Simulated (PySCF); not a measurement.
C4H11AlCl2O

Input file:

```
{"job": {"kind": "nmr", "xc": "PBE0", "basis": "pcSseg-1"}, "charge": 0, "multiplicity": 1}
C     -0.358629    -1.744990     0.117073
O     -0.387128    -0.468296    -0.492079
C     -1.578849     0.263503    -0.329623
C     -1.713590     0.893941     1.051268
Cl    -2.422228    -0.227811     2.253260
Al     1.241051     0.208282    -1.249324
C      2.401986     0.673944     0.355964
Cl     3.361918     1.082456    -1.149334
H     -0.463716    -1.675129     1.200063
H      0.614427    -2.169101    -0.133260
H     -1.151250    -2.376592    -0.291877
H     -2.444635    -0.368097    -0.559296
H     -1.505236     1.068580    -1.066896
H     -2.377355     1.756118     1.011960
H     -0.730038     1.192147     1.416653
H      0.521635     1.402968    -1.968470
H      1.578983    -1.113067    -2.017307
H      2.355898     1.611240     0.918445
H      3.046953    -0.000846     0.925318
```

Run with:

```sh
OMP_NUM_THREADS=1 python probes_run.py task.json out
```

Geometry: GFN2-xTB.

Method: PBE0/pcSseg-1, SCF density, gas phase, non-relativistic in PySCF 2.14.0.

Q: What will maps of the electron density and electron localisation function show?

A: C–O (1.41 Å): ρ is about 2 e/Å³ halfway, with its minimum of 1.7 e/Å³ about 0.5 Å from C; the ELF peaks at about 0.90 between the atoms (a shared but strongly polarised pair).
Al–O (1.92 Å): ρ at the midpoint is about 0.47 e/Å³; the ELF peaks at about 0.90 in the valence shell of O, 0.6 Å from its nucleus, and is about 0.45 at the midpoint.

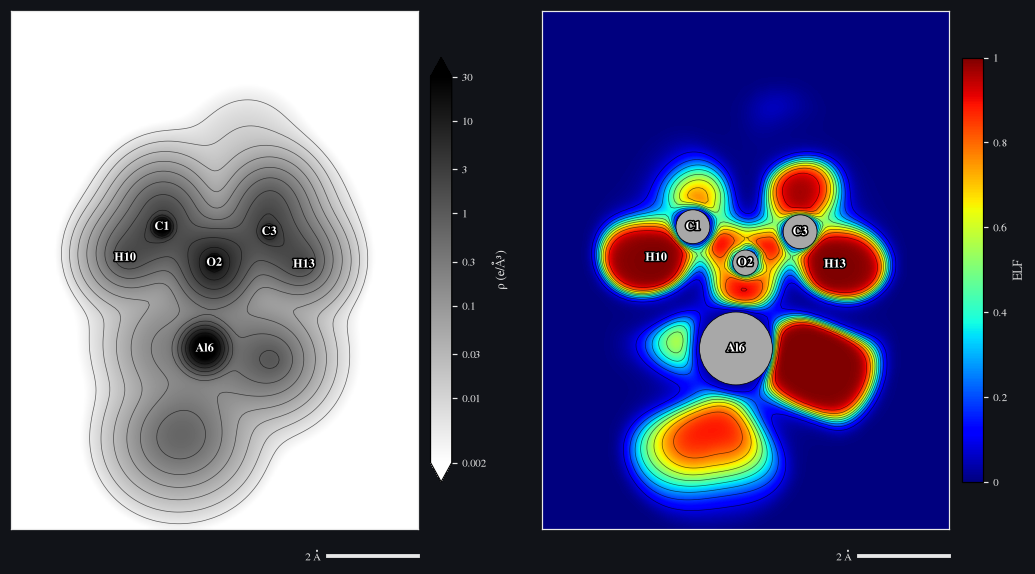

Computed electron density and electron localisation function on the plane of atoms C1, O2 and Al6, in this order. Grey discs cover the atomic cores in the ELF map. 
